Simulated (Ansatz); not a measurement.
# TiCdSe3 (model cell, started as cubic perovskite with Ti in the octahedra): a soft mode frozen in, part 2 of 3

Aim: this structure of TiCdSe3 (model cell, started as cubic perovskite with Ti in the octahedra) is to be tested for unstable modes, and one is followed downhill.

Ansatz 0.2.0; DFT PBE, scalar-relativistic, plane waves, PAW.

So far, highest frequency on the path or at a solved wavevector (cm⁻¹): step 2 (response at finite wavevector) 251. Also lowest frequency on the path (cm⁻¹): step 2 -126.

The structure was built from a prototype and need not be the compound's stable phase.

### Step 5. Energy along the mode, all amplitudes (two of the runs are shown above)

An imaginary frequency means negative curvature, so the energy should fall and then rise again as anharmonic terms take over.

This step gave:

```yaml
depth_at_the_lowest_point_sampled: 173.3 meV/atom
largest_atomic_shift_at_that_point: 0.6 Å
```

The energy from the parent by largest atomic shift:

| largest atomic shift (Å) | energy from the parent (meV/atom) |
| --- | --- |
| 0.000 | 0 |
| 0.040 | -1.15 |
| 0.080 | -4.55 |
| 0.140 | -13.6 |
| 0.220 | -32.0 |
| 0.320 | -63.7 |
| 0.450 | -113 |
| 0.600 | -173 |

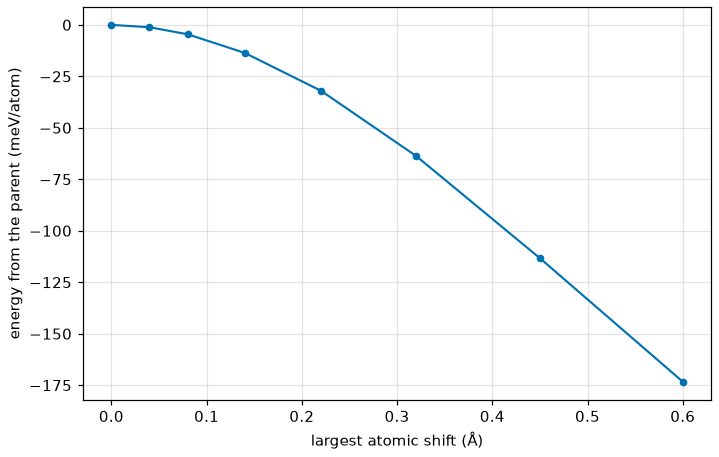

Energy from the parent against largest atomic shift.

Displacement at unit largest shift by atom:

| atom | x (Å) | y (Å) | z (Å) | size |
| --- | --- | --- | --- | --- |
| Cd1 | 0.00 | 0.00 | 0.00 | 0.00 |
| Cd2 | 0.00 | 0.00 | 0.00 | 0.00 |
| Ti3 | 0.00 | 0.00 | 0.00 | 0.00 |
| Ti4 | 0.00 | 0.00 | 0.00 | 0.00 |
| Se5 | 0.00 | -1.00 | 0.00 | 1.00 |
| Se6 | 0.00 | 1.00 | 0.00 | 1.00 |
| Se7 | 0.00 | 0.00 | 1.00 | 1.00 |
| Se8 | 0.00 | 0.00 | -1.00 | 1.00 |
| Se9 | 0.00 | 0.00 | 0.00 | 0.00 |
| Se10 | 0.00 | 0.00 | 0.00 | 0.00 |

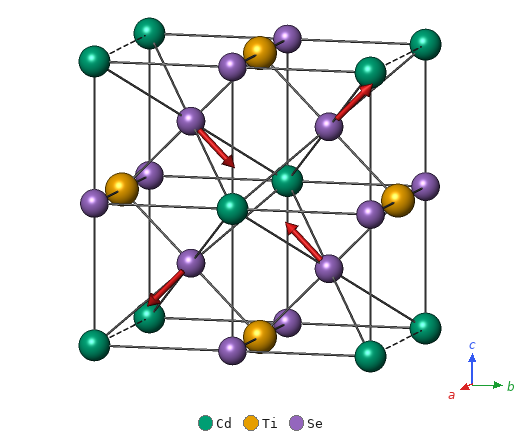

Displacement at unit largest shift as arrows, the longest 1 Å. Some periodic images of atoms are drawn too.

The lowest of the steps tried is the last one, at 0.6 Å, 173 meV/atom below the parent; the bottom of the well need not coincide with a step.

### Step 6. Relaxation from the frozen mode

Starting from the lowest point found, all atoms and the cell are let go, so that strain and other modes of the same symmetry can join in.

input.yaml

```yaml
crystal:
  lattice:
    - [-4.9773704866, 0.0, 0.0]
    - [0.0, -4.9773704866, -4.9773704866]
    - [0.0, -4.9773704866, 4.9773704866]
  atoms:
    - { symbol: Cd, position: [1.0, 0.0, 0.0] }
    - { symbol: Cd, position: [1.0, 0.5, 0.5] }
    - { symbol: Ti, position: [0.5, 0.0, 0.5] }
    - { symbol: Ti, position: [0.5, 0.5, 0.0] }
    - { symbol: Se, position: [0.5, 0.8102727888, 0.8102727888] }
    - { symbol: Se, position: [0.5, 0.1897272112, 0.1897272112] }
    - { symbol: Se, position: [0.5, 0.6897272112, 0.3102727888] }
    - { symbol: Se, position: [0.5, 0.3102727888, 0.6897272112] }
    - { symbol: Se, position: [0.0, 0.0, 0.5] }
    - { symbol: Se, position: [0.0, 0.5, 0.0] }
kpoints:
  mp_grid: { grid: [8, 6, 6] }
hamiltonian:
  xc: pbe
scf:
  occupations: { method: methfessel_paxton, width: 0.2 }
output:
  forces: true
  stress: true
  eigenvalues: true
  write_density: true
  write_potential: true
  elf: true
  volumetric_format: npy
relax:
  adjacent_minimum: "off"
  f_tol: 0.002
  max_steps: 120
  cell: { stress_tol: 0.03 }
```

Run with:

```
$ ansatz run input.yaml --threads 8 --pin off --max-ram 14336MiB --backend cpu --events-out ev --progress --plain --runs-dir out
```

Numbers of over 12 decimals in the logs are rounded to 6 here.

The log of the run:

```text
[...]
Crystal: 10 atoms, lattice volume = 246.621 Å³
Basis set: ecut = 420 eV, 4877 PW (Γ), exchange–correlation on 72×96×96 points (8 copies of the dense FFT grid, shifted against one another)
Bands: 96, of which v1, the nominal top of the filled ones, is band 80 counted from 1 (79 counted from 0)
Symmetry: 16 space group operations
[...]
k-points: 50 of 288
[...]
SCF iter   1: F=—  HF=-54328.171755 eV  |F-HF|=—  |Δ(HF+E_count)|=         —  Δρ=2.76e-3  dr2=2.93e-2  ethr=1.77e-3  ⟨swp⟩=5.5  Hψ=15925  notcnv=0
[...]
SCF iter   7: F=-54328.169785 eV  HF=-54328.169785 eV  |F-HF|=1.22e-9  |Δ(HF+E_count)|=   8.35e-8  S|Δr|=    0.00e0  Δρ=1.79e-6  dr2=6.90e-9  ethr=6.25e-11  ⟨swp⟩=11.5  Hψ=30103  notcnv=0
SCF 1 converged in 7 iterations: F = -54328.169785 eV  dr2 = 6.90e-9
[...]
relax step   1: F+E_penalty+E_count = -54328.16978505 eV  Δ(F+E_penalty+E_count) = +0.000e0 eV  max|allowed force component| = 9.249e-1 eV/Å  Δτ_max = 0.0000 Å  P = -2.303 GPa  Ω = 246.621 Å³  (7 SCF iters, dr2 threshold 1.00e-7 eV, accepted)
Crystal: 10 atoms, lattice volume = 237.398 Å³
Basis set: ecut = 420 eV, 4637 PW (Γ), exchange–correlation on 72×96×96 points (8 copies of the dense FFT grid, shifted against one another)
[...]
SCF iter   7: F=-54328.805659 eV  HF=-54328.805659 eV  |F-HF|=6.46e-8  |Δ(HF+E_count)|=   7.24e-7  S|Δr|=    0.00e0  Δρ=8.30e-6  dr2=9.13e-8  ethr=6.25e-10  ⟨swp⟩=11.5  Hψ=41655  notcnv=0
SCF 2 converged in 7 iterations: F = -54328.805659 eV  dr2 = 9.13e-8
relax step   2: F+E_penalty+E_count = -54328.80565879 eV  Δ(F+E_penalty+E_count) = -6.359e-1 eV  max|allowed force component| = 3.007e-1 eV/Å  Δτ_max = 0.1967 Å  P = -0.835 GPa  Ω = 237.398 Å³  energy of the carried Pulay correction = +1.216e-3 eV  (7 SCF iters, dr2 threshold 1.00e-6 eV, accepted)
Crystal: 10 atoms, lattice volume = 232.580 Å³
Basis set: ecut = 420 eV, 4555 PW (Γ), exchange–correlation on 72×96×96 points (8 copies of the dense FFT grid, shifted against one another)
[...]
SCF iter   7: F=-54328.830664 eV  HF=-54328.830664 eV  |F-HF|=1.60e-7  |Δ(HF+E_count)|=   1.25e-6  S|Δr|=    0.00e0  Δρ=1.07e-5  dr2=2.27e-7  ethr=6.25e-10  ⟨swp⟩=13.0  Hψ=45022  notcnv=0
SCF 3 converged in 7 iterations: F = -54328.830664 eV  dr2 = 2.27e-7
relax step   3: F+E_penalty+E_count = -54328.83066354 eV  Δ(F+E_penalty+E_count) = -2.500e-2 eV  max|allowed force component| = 2.916e-1 eV/Å  Δτ_max = 0.0855 Å  P = +1.511 GPa  Ω = 232.580 Å³  energy of the carried Pulay correction = +1.870e-3 eV  (7 SCF iters, dr2 threshold 1.00e-6 eV, accepted)
[...]
relax step   4: F+E_penalty+E_count = -54328.87625879 eV  Δ(F+E_penalty+E_count) = -4.560e-2 eV  max|allowed force component| = 3.592e-2 eV/Å  Δτ_max = 0.0326 Å  P = -0.769 GPa  Ω = 238.905 Å³  energy of the carried Pulay correction = +1.014e-3 eV  (7 SCF iters, dr2 threshold 1.00e-6 eV, accepted)
[...]
relax step   5: F+E_penalty+E_count = -54328.88189647 eV  Δ(F+E_penalty+E_count) = -5.638e-3 eV  max|allowed force component| = 6.593e-2 eV/Å  Δτ_max = 0.0191 Å  P = +0.268 GPa  Ω = 235.743 Å³  energy of the carried Pulay correction = +1.439e-3 eV  (6 SCF iters, dr2 threshold 1.00e-6 eV, accepted)
[...]
relax step   6: F+E_penalty+E_count = -54328.88430335 eV  Δ(F+E_penalty+E_count) = -2.407e-3 eV  max|allowed force component| = 1.225e-3 eV/Å  Δτ_max = 0.0117 Å  P = -0.006 GPa  Ω = 236.458 Å³  energy of the carried Pulay correction = +1.343e-3 eV  (5 SCF iters, dr2 threshold 5.02e-7 eV, accepted)
Basis set: ecut = 420 eV, 4579 PW (Γ), exchange–correlation on 64×96×96 points (8 copies of the dense FFT grid, shifted against one another)
[...]
SCF iter   7: F=-54328.882851 eV  HF=-54328.882851 eV  |F-HF|=7.28e-12  |Δ(HF+E_count)|=  8.73e-11  S|Δr|=    0.00e0  Δρ=9.16e-8  dr2=8.37e-12  ethr=1.00e-12  ⟨swp⟩=5.1  Hψ=19749  notcnv=0
SCF 7 converged in 7 iterations: F = -54328.882851 eV  dr2 = 8.37e-12
relax step   7: F+E_penalty+E_count = -54328.88285084 eV  Δ(F+E_penalty+E_count) = +1.453e-3 eV  max|allowed force component| = 1.290e-3 eV/Å  Δτ_max = 0.0000 Å  P = -0.004 GPa  Ω = 236.458 Å³  stress off target by 5.66e-3 GPa  SCF on the basis re-selected at this cell (its energy is not comparable with the rows above)  (7 SCF iters)
basis re-selected at this cell: Δ(F+E_penalty+E_count) = +1.453e-3 eV, ΔP = +0.003 GPa vs the last step (what re-selecting the basis moved, of the pressure what is left beyond the Pulay correction that the steps carried, after the strain that the cell walked since its last selection, with what the two solves' SCF thresholds leave and, on support functions, any second-order correction that the steps lacked; it is no measure of the basis error at this ecutwfc). The dense FFT grid was sized anew with the basis: this SCF ran on 32×48×48 points, the steps before it on 36×48×48, so part of this shift can come from that change (see relax.cell in the input reference). [rest of the remark cut]
SCF converged after 7 iterations
[...]
Free energy (F): -54328.882851 eV
[...]
Internal energy: -54328.889472 eV  (E = F + TS)
E sigma→0 (E₀):  -54328.884506 eV
Entropy (-TS):   0.006622 eV (0.662 meV/atom)
Fermi energy:    9.438251 eV
[...]
--- Forces (eV/Å), atoms counted from 1 ---
  atom   1  Cd    -0.00000000    -0.00000000    -0.00000000
  atom   2  Cd     0.00000000     0.00000000     0.00000000
  atom   3  Ti    -0.00000000    -0.00000000     0.00000000
  atom   4  Ti    -0.00000000     0.00000000    -0.00000000
  atom   5  Se    -0.00000000    -0.00128967    -0.00000000
  atom   6  Se    -0.00000000     0.00128967     0.00000000
  atom   7  Se     0.00000000    -0.00000000     0.00128967
  atom   8  Se    -0.00000000     0.00000000    -0.00128967
  atom   9  Se     0.00000000    -0.00000000     0.00000000
  atom  10  Se     0.00000000    -0.00000000     0.00000000
  max |Σ_I F_I| component: 8.35e-18 eV/Å
--- Stress (GPa, compression-positive) ---
       -0.000077       0.000000      -0.000000
        0.000000      -0.005659      -0.000000
       -0.000000      -0.000000      -0.005659
  P = ⅓ Tr σ = -0.0038 GPa (-0.038 kbar)
--- Band table (eV; the first three rows and the last of 50) ---
  k-point 0: bands = [... 76 lower, 8.6322, 8.6322, 9.3125, 9.3290, 9.3290, 9.4191, 9.4191, 9.5890, ... 12 higher]
  k-point 1: bands = [... 76 lower, 8.3814, 8.5392, 8.6948, 9.0296, 9.4835, 9.5473, 9.7653, 9.8367, ... 12 higher]
  k-point 2: bands = [... 76 lower, 8.2119, 8.2798, 8.2947, 8.6649, 9.6892, 9.8088, 10.1981, 10.2148, ... 12 higher]
  k-point 49: bands = [... 76 lower, 7.9437, 7.9437, 8.3617, 8.3617, 10.3825, 10.3825, 10.8316, 10.8316, ... 12 higher]
--- Relaxed structure (6 steps of the walk, 6 accepted, 1 SCFs on fresh bases) ---
  F+E_penalty+E_count = -54328.88285084 eV   max|allowed force component| = 1.290e-3 eV/Å   (the final SCF, on the basis selected at the relaxed cell)
  cell:  # Å, volume = 236.4576 Å³
    - [-4.787072, 0, 0]
    - [0, -4.969660, -4.969660]
    - [0, -4.969660, 4.969660]
  atoms:
    - { symbol: Cd, position: [1.0, 2.0911324330551678e-19, 6.273397299165503e-19] }
    - { symbol: Cd, position: [1.0, 0.5, 0.5] }
    - { symbol: Ti, position: [0.5, 0.0, 0.5] }
    - { symbol: Ti, position: [0.5, 0.5, 0.0] }
    - { symbol: Se, position: [0.5, 0.834598, 0.834598] }
    - { symbol: Se, position: [0.5, 0.165402, 0.165402] }
    - { symbol: Se, position: [0.5, 0.665402, 0.334598] }
    - { symbol: Se, position: [0.5, 0.334598, 0.665402] }
    - { symbol: Se, position: [0, 0.0, 0.5] }
    - { symbol: Se, position: [0, 0.5, 0.0] }
```

Elapsed: 65 s, on 8 threads of Arm Neoverse V2, shared host; peak memory 1.7 GiB.

The steps of the relaxation:

| step | energy less that of the first step (eV) | largest force component (eV/Å) | pressure (GPa) | volume (Å³) |
| --- | --- | --- | --- | --- |
| 1 | 0.0000 | 0.9249 | -2.30 | 246.62 |
| 2 | -0.6359 | 0.3007 | -0.83 | 237.40 |
| 3 | -0.6609 | 0.2916 | 1.51 | 232.58 |
| 4 | -0.7065 | 0.0359 | -0.77 | 238.90 |
| 5 | -0.7121 | 0.0659 | 0.27 | 235.74 |
| 6 | -0.7145 | 0.0012 | -0.01 | 236.46 |
| 7* | -0.7131 | 0.0013 | 0.00 | 236.46 |

Relaxation steps marked * repeat the geometry before them on a plane-wave basis chosen anew for their cell, so energy and pressure can jump there.

Forces are held to the 16 operations that the run works with; a distortion that breaks them can't arise in this run.

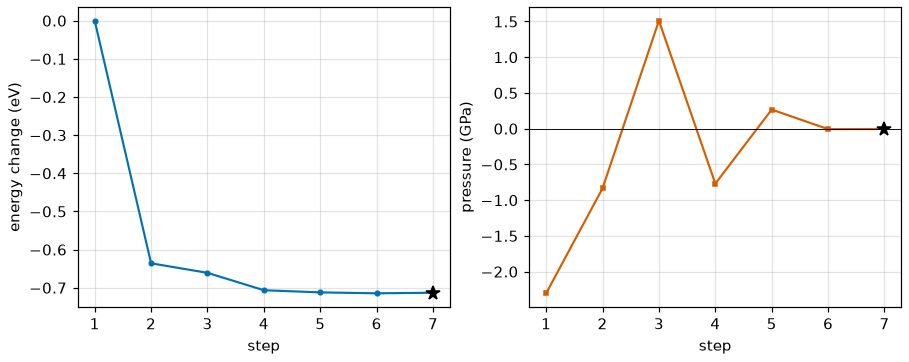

Energy and pressure along the relaxation. Stars mark steps on a basis chosen anew.

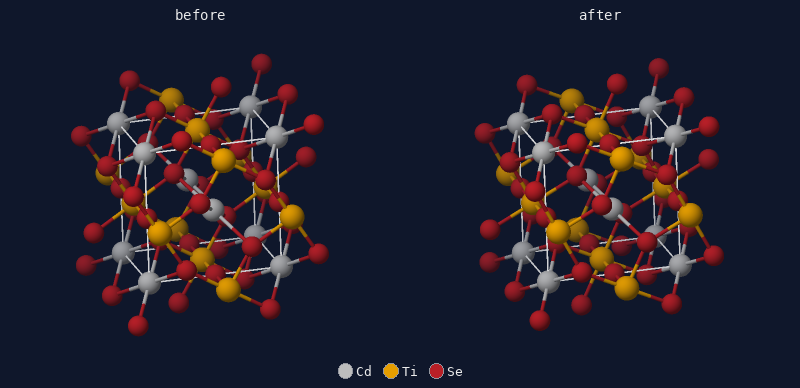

Before and after, at one scale.

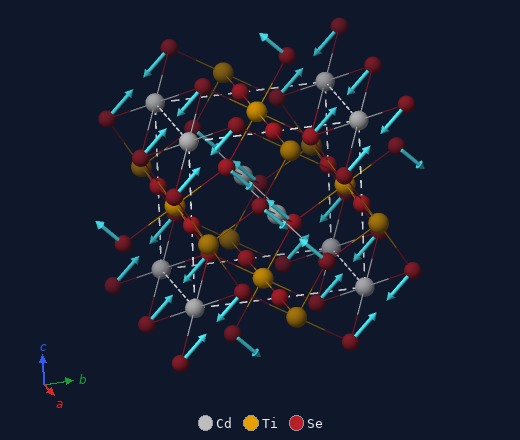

Displacements in the relaxation, exaggerated, measured against the changing cell; the longest in the cell stands for 0.24 Å. Some periodic images of atoms are drawn too.

| cell as run | before | after | change |
| --- | --- | --- | --- |
| a (Å) | 4.977 | 4.787 | -3.8 % |
| b (Å) | 7.039 | 7.028 | -0.2 % |
| c (Å) | 7.039 | 7.028 | -0.2 % |
| volume (Å³/atom) | 24.66 | 23.65 | -4.1 % |

The atoms that moved most (Å, as changes of fractional coordinates times the final cell):

| atom | dx | dy | dz | length |
| --- | --- | --- | --- | --- |
| Se5 | 0.000 | -0.242 | 0.000 | 0.242 |
| Se8 | 0.000 | 0.000 | -0.242 | 0.242 |
| Se6 | 0.000 | 0.242 | 0.000 | 0.242 |
| Se7 | 0.000 | 0.000 | 0.242 | 0.242 |

The relaxed structure:

```cif
data_structure
_symmetry_space_group_name_H-M 'P 1'
_symmetry_Int_Tables_number 1
_cell_length_a 4.7871
_cell_length_b 7.0282
_cell_length_c 7.0282
_cell_angle_alpha 90.000
_cell_angle_beta 90.000
_cell_angle_gamma 90.000
_cell_volume 236.46
loop_
_atom_site_label
_atom_site_type_symbol
_atom_site_fract_x
_atom_site_fract_y
_atom_site_fract_z
_atom_site_occupancy
Cd1 Cd 0.00000 0.00000 0.00000 1
Cd2 Cd 0.00000 0.50000 0.50000 1
Ti3 Ti 0.50000 0.00000 0.50000 1
Ti4 Ti 0.50000 0.50000 0.00000 1
Se5 Se 0.50000 0.83460 0.83460 1
Se6 Se 0.50000 0.16540 0.16540 1
Se7 Se 0.50000 0.66540 0.33460 1
Se8 Se 0.50000 0.33460 0.66540 1
Se9 Se 0.00000 0.00000 0.50000 1
Se10 Se 0.00000 0.50000 0.00000 1
```

Numbers from this step:

```yaml
pressure: -0.003798 GPa
volume_per_atom: 23.65 Å³
```

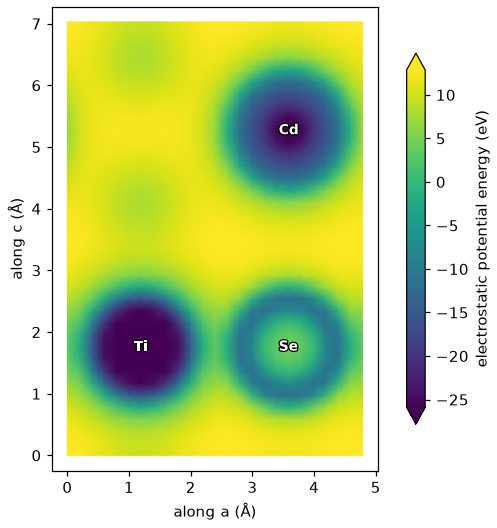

Electrostatic potential energy in the ac plane at fractional y = 0.000, with atoms of Cd and Ti and Se within 0.2 Å of it. With pseudopotentials it is smooth inside the atoms' cores, unlike the true potential. The map starts off the cell's origin, so that atoms lie inside it.

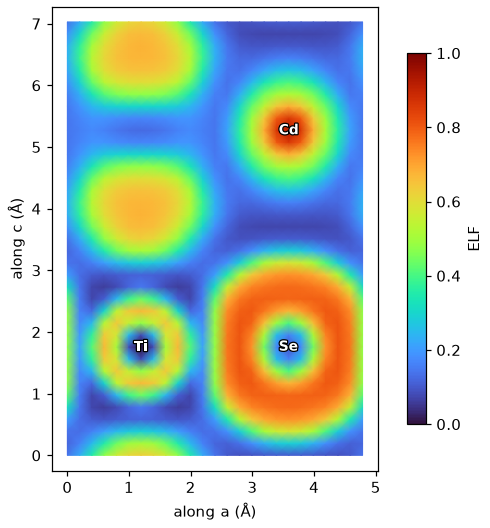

ELF in the ac plane at fractional y = 0.000, with atoms of Cd and Ti and Se within 0.2 Å of it. It is the smooth field of the valence electrons, not physical close to the nuclei. The map starts off the cell's origin, so that atoms lie inside it.

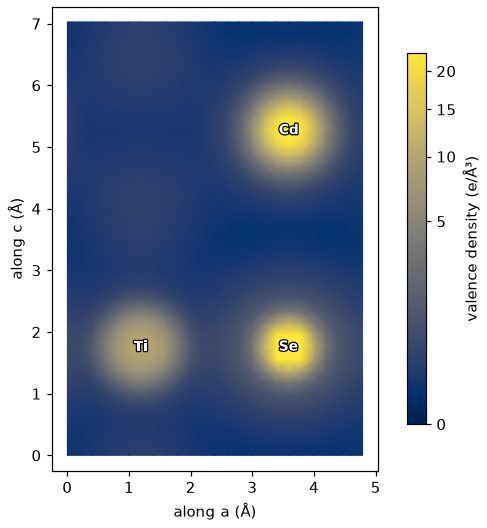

Valence density in the ac plane at fractional y = 0.000, with atoms of Cd and Ti and Se within 0.2 Å of it. It is the smooth field of the valence electrons, not physical close to the nuclei. The map starts off the cell's origin, so that atoms lie inside it. The colour scale is stretched toward low values.

The distorted start has space group P4/mbm; the relaxation ends in P4/mbm.

### Step 7. The new phase in its own primitive cell

The relaxed structure is symmetrised, reduced to its primitive cell and relaxed tightly, as its phonons need.

input.yaml

```yaml
crystal:
  lattice:
    - [7.0281607111, 0.0, 0.0]
    - [0.0, 7.0281607111, 0.0]
    - [0.0, 0.0, 4.787072256]
  atoms:
    - { symbol: Cd, position: [0.0, 0.5, 0.0] }
    - { symbol: Cd, position: [0.5, 0.0, 0.0] }
    - { symbol: Ti, position: [0.0, 0.0, 0.5] }
    - { symbol: Ti, position: [0.5, 0.5, 0.5] }
    - { symbol: Se, position: [0.8345982733, 0.3345982733, 0.5] }
    - { symbol: Se, position: [0.1654017267, 0.6654017267, 0.5] }
    - { symbol: Se, position: [0.6654017267, 0.8345982733, 0.5] }
    - { symbol: Se, position: [0.3345982733, 0.1654017267, 0.5] }
    - { symbol: Se, position: [0.0, 0.0, 0.0] }
    - { symbol: Se, position: [0.5, 0.5, 0.0] }
kpoints:
  mp_grid: { grid: [6, 6, 8] }
hamiltonian:
  xc: pbe
scf:
  occupations: { method: methfessel_paxton, width: 0.2 }
output:
  forces: true
  stress: true
  eigenvalues: true
relax:
  adjacent_minimum: "off"
  f_tol: 0.001
  max_steps: 60
  cell: { stress_tol: 0.01 }
```

The log of the run:

```text
[...]
Crystal: 10 atoms, lattice volume = 236.458 Å³
Basis set: ecut = 420 eV, 4579 PW (Γ), exchange–correlation on 96×96×64 points (8 copies of the dense FFT grid, shifted against one another)
Bands: 96, of which v1, the nominal top of the filled ones, is band 80 counted from 1 (79 counted from 0)
Symmetry: 16 space group operations
[...]
k-points: 50 of 288
[...]
- { symbol: Cd, position: [0.5, 0.0, 0.0] }
    - { symbol: Ti, position: [0.0, 0.0, 0.5] }
    - { symbol: Ti, position: [0.5, 0.5, 0.5] }
    - { symbol: Se, position: [0.834598, 0.3345982733, 0.5] }
    - { symbol: Se, position: [0.1654017267, 0.6654017267, 0.5] }
    - { symbol: Se, position: [0.6654017267, 0.834598, 0.5] }
    - { symbol: Se, position: [0.3345982733, 0.1654017267, 0.5] }
    - { symbol: Se, position: [0.0, 0.0, 0.0] }
    - { symbol: Se, position: [0.5, 0.5, 0.0] }
[key lines of the parts left out:]
SCF converged after 7 iterations
Free energy (F): -54328.882851 eV
Fermi energy:    9.438251 eV
P = ⅓ Tr σ = -0.0038 GPa (-0.038 kbar)
```

Elapsed: 17 s, on 8 threads; peak memory 1.7 GiB; 2.2 min of CPU time.

Little changed from the start: no atom moved by 0.005 Å and no cell edge by 0.1 %.

This step gave:

```
pressure : -0.003799 GPa
```

The largest force component left is 0.91 meV/Å and the pressure is -0.004 GPa, within the tolerances set. The cell now holds 23.65 Å³/atom.

(Continued in part 3 of 3.)

[Logs are printed without paths, hosts, clocks, repeated set-up lines and the standing remarks that a program may print on its own settings, such as how far it seeks lower states.]

[Hosts, paths, dates, database ids (printed as entryN), source tags and the programs' standing remarks are cut or masked in the printed files.]
